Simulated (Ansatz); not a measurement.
# H₆NPSSi: reading failed and doubtful runs

Aim: try 3 inputs for H₆NPSSi as typed, read how each ends, and find what has to change.

Computed with Ansatz 0.2.0, Gaussian basis. Level: the settings change from run to run.

## 1. The relaxed structure

An earlier PBE0-D4 in a triple-zeta def2 set relaxation fixed the geometry.

SMILES `NPS[SiH3]`, 10 atoms, charge 0, spin multiplicity 1.

Atoms are counted from 1 here; the program's logs count them from 0.

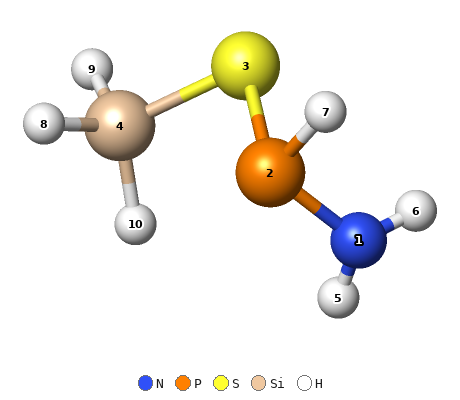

The structure; nitrogen blue, phosphorus orange, sulfur yellow, silicon light orange, hydrogen white; atoms are numbered from 1 in the order of the file.

Coordinates:

```tsv
atom	x (Å)	y (Å)	z (Å)
N1	-0.19435	2.01876	-0.85207
P2	0.46445	0.50727	-1.19986
S3	1.25562	-0.30586	0.62842
Si4	-0.30518	-1.72937	0.91966
H5	-1.18025	2.01149	-0.64012
H6	0.30800	2.66254	-0.25810
H7	1.73723	0.96769	-1.61661
H8	-0.29072	-2.77300	-0.13561
H9	-0.07885	-2.35168	2.24847
H10	-1.63276	-1.05905	0.90863
```

## 2. Attempt 1

Input file in.yaml:

```yaml
crystal:
  periodic: [false, false, false]
  atoms:
    - {symbol: N, position_ang: [-0.194347, 2.018762, -0.852069]}
    - {symbol: P, position_ang: [0.464448, 0.507272, -1.199862]}
    - {symbol: S, position_ang: [1.255625, -0.305860, 0.628416]}
    - {symbol: Si, position_ang: [-0.305183, -1.729372, 0.919662]}
    - {symbol: H, position_ang: [-1.180247, 2.011493, -0.640123]}
    - {symbol: H, position_ang: [0.308005, 2.662541, -0.258097]}
    - {symbol: H, position_ang: [1.737234, 0.967691, -1.616608]}
    - {symbol: H, position_ang: [-0.290724, -2.772998, -0.135614]}
    - {symbol: H, position_ang: [-0.078847, -2.351678, 2.248466]}
    - {symbol: H, position_ang: [-1.632763, -1.059050, 0.908629]}
basis:
  gaussian: {orbitals: def2-mTZVP, nuclear_model: gaussian}
hamiltonian: {xc: {name: HF}}
correlation: {method: mp2, frozen_orbitals: {N: 0}}
output: {forces: true}
```

Command:

```sh
$ ansatz run in.yaml --threads 2 --pin off --events-out ev --progress --plain --max-ram 4352MiB
```

The program printed:

```text
Functional definition: HF
  name "HF"
  cite "Fock, Z. Phys. 61, 126 (1930) doi:10.1007/BF01340294"
  parent pbe
  exchange = exact_x
  correlation = 0
Error: "frozen_orbitals" has no count for P
```

Wall time 0.05 s (2 threads of Intel Xeon Platinum 8375C at 2.90GHz, shared host).

**Diagnosis.** The program refused the input. Frozen orbitals are typed for one element alone, and the program wants a count for each. To mend it, leave frozen_orbitals out, or give every element a count that its core really has.

## 3. Attempt 2

Input file in.yaml:

```yaml
crystal:
  periodic: [false, false, false]
  atoms:
    - {symbol: N, position_ang: [-0.194347, 2.018762, -0.852069]}
    - {symbol: P, position_ang: [0.464448, 0.507272, -1.199862]}
    - {symbol: S, position_ang: [1.255625, -0.305860, 0.628416]}
    - {symbol: Si, position_ang: [-0.305183, -1.729372, 0.919662]}
    - {symbol: H, position_ang: [-1.180247, 2.011493, -0.640123]}
    - {symbol: H, position_ang: [0.308005, 2.662541, -0.258097]}
    - {symbol: H, position_ang: [1.737234, 0.967691, -1.616608]}
    - {symbol: H, position_ang: [-0.290724, -2.772998, -0.135614]}
    - {symbol: H, position_ang: [-0.078847, -2.351678, 2.248466]}
    - {symbol: H, position_ang: [-1.632763, -1.059050, 0.908629]}
basis:
  gaussian: {orbitals: "6-31G*"}
total_charge: 1
magnetization: {spin_polarized: true, initial_magnetization: 1}
hamiltonian: {xc: {name: B3LYP-D3}, dispersion: d3bjatm}
scf: {lower_state_search: full}
output: {forces: true}
```

The command is unchanged.

The program printed:

```text
Error: YAML parse error: error: line 18 column 19: hamiltonian.xc: no functional is named "B3LYP-D3"; the names, which are not case-sensitive, are SVWN5, SPW92, PBE, PBE0, PBEsol, revPBE, revPBE0, RPBE, rPW86-PBE, HSE06, wPBEh, LC-wPBE, HISS, HF, BLYP, B3LYP, B3LYP5, BHLYP, CAM-B3LYP, r2SCAN, r2SCANh, r2SCAN0, r2SCAN50, m-r2SCAN, B97, wB97, wB97X, wB97X-V, B97M-V, wB97M-V, B2PLYP, B2GP-PLYP, PBE0-DH, PBE-QIDH
  --> <input>:18:19
   |
16 | total_charge: 1
17 | magnetization: {spin_polarized: true, initial_magnetization: 1}
18 | hamiltonian: {xc: {name: B3LYP-D3}, dispersion: d3bjatm}
   |                   ^ hamiltonian.xc: no functional is named "B3LYP-D3"; the names, which are not case-sensitive, are SVWN5, SPW92, PBE, PBE0, PBEsol, revPBE, revPBE0, RPBE, rPW86-PBE, HSE06, wPBEh, LC-wPBE, HISS, HF, BLYP, B3LYP, B3LYP5, BHLYP, CAM-B3LYP, r2SCAN, r2SCANh, r2SCAN0, r2SCAN50, m-r2SCAN, B97, wB97, wB97X, wB97X-V, B97M-V, wB97M-V, B2PLYP, B2GP-PLYP, PBE0-DH, PBE-QIDH
19 | scf: {lower_state_search: full}
20 | output: {forces: true}
   |
```

It took 0.05 s on 2 threads of Intel Xeon Platinum 8375C at 2.90GHz, shared host.

Diagnosis: Refused before any calculation. The method's name isn't one that the program takes here. It also asks for charge 1 and multiplicity 2, another species or state than the molecule above. To mend it, name a functional that the program knows, and set charge and spin to those of the species named.

## 4. Attempt 3

Input file in.yaml:

```yaml
crystal:
  periodic: [false, false, false]
  atoms:
    - {symbol: N, position_ang: [-0.427564, 4.441277, -1.874551]}
    - {symbol: P, position_ang: [1.021786, 1.115999, -2.639696]}
    - {symbol: S, position_ang: [2.762374, -0.672893, 1.382516]}
    - {symbol: Si, position_ang: [-0.671403, -3.804618, 2.023256]}
    - {symbol: H, position_ang: [-2.596544, 4.425285, -1.408271]}
    - {symbol: H, position_ang: [0.677611, 5.857590, -0.567813]}
    - {symbol: H, position_ang: [3.821914, 2.128920, -3.556537]}
    - {symbol: H, position_ang: [-0.639592, -6.100595, -0.298350]}
    - {symbol: H, position_ang: [-0.173463, -5.173692, 4.946626]}
    - {symbol: H, position_ang: [-3.592079, -2.329910, 1.998983]}
basis:
  gaussian: {orbitals: cc-pVDZ}
hamiltonian: {xc: {name: rPW86-PBE}, dispersion: d3bj}
```

Same command.

The program printed, shortened:

```text
Functional definition: rPW86-PBE
  name "rPW86-PBE"
  cite "Murray, Lee & Langreth, J. Chem. Theory Comput. 5, 2754 (2009) doi:10.1021/ct900365q"
  cite "Perdew, Burke & Ernzerhof, Phys. Rev. Lett. 77, 3865 (1996) doi:10.1103/PhysRevLett.77.3865"
  parent pbe
[...]
1297 factors; their error is unknown
[...]
mean field -29586.96268929 eV, -1087.3008240677 hartree, gradient 1.6e-6 eV, S^2 0.000000; 10 other end points of the search recorded, 0 dependent functions left out
reference -29586.96290767 eV, -1087.3008320930 hartree; 29, 29 occupied and 69, 69 virtual orbitals, 1297 factors
Total energy: -29587.08517350 eV, -1087.3053252796 hartree
```

Run time: 22 s. Hardware: 2 threads of Intel Xeon Platinum 8375C at 2.90GHz, shared host.

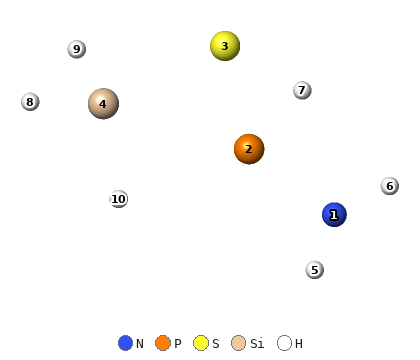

The geometry of this input.

What is wrong: The run converged, but a converged run isn't a right one. The geometry is stretched to more than twice its size. The shortest distance is 2.22 Å (N1–H5), against 1.01 Å in the relaxed molecule. Its energy is no property of the relaxed molecule. Cure: use the relaxed coordinates.

## 5. How the tries ended

```tsv
attempt	level	ended	cause	time
1	MP2/def2-mTZVP	refused	frozen orbitals are typed for one element alone, and the program wants a count for each	0.05 s
2	B3LYP-D3/6-31G*	refused	the method's name isn't one that the program takes here	0.05 s
3	rPW86-PBE/cc-pVDZ	converged	the geometry is stretched to more than twice its size	22 s
```

**Reading.** 2 refused, 1 converged. A refusal costs next to no computing time. The dangerous case is the input that converges on a wrong geometry, charge, spin, basis or grid: often only a look at the input shows it.
